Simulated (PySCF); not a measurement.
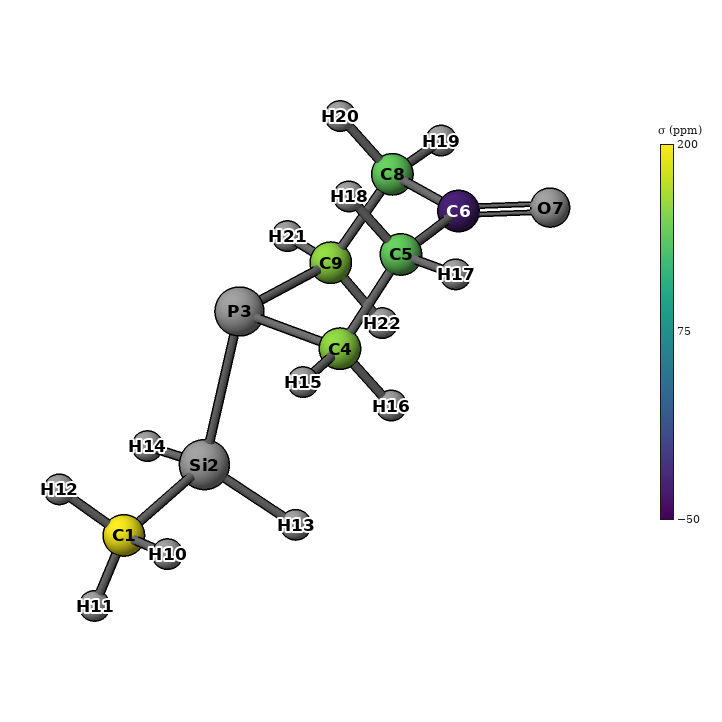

Atoms are coloured by their isotropic NMR shieldings (C only, the others grey). The computed structure is the end point of a GFN2-xTB optimisation. No frequency run is at hand to confirm it as a minimum. Method: GIAO PBE0/pcSseg-1 NMR shielding, non-relativistic, gas phase (PySCF 2.14.0).

Give the isotropic NMR shieldings of the C atoms atom by atom.

```json
{"atom": "C1", "σ (ppm)": "195.2"}
{"atom": "C4", "σ (ppm)": "158.0"}
{"atom": "C5", "σ (ppm)": "141.0"}
{"atom": "C6", "σ (ppm)": "−27.5"}
{"atom": "C8", "σ (ppm)": "140.8"}
{"atom": "C9", "σ (ppm)": "158.9"}
```

The geometry is semi-empirical. Around P, Si such bond lengths and angles can be off by a tenth of an ångström or more and by several degrees, and values that hang on the shape move with them.
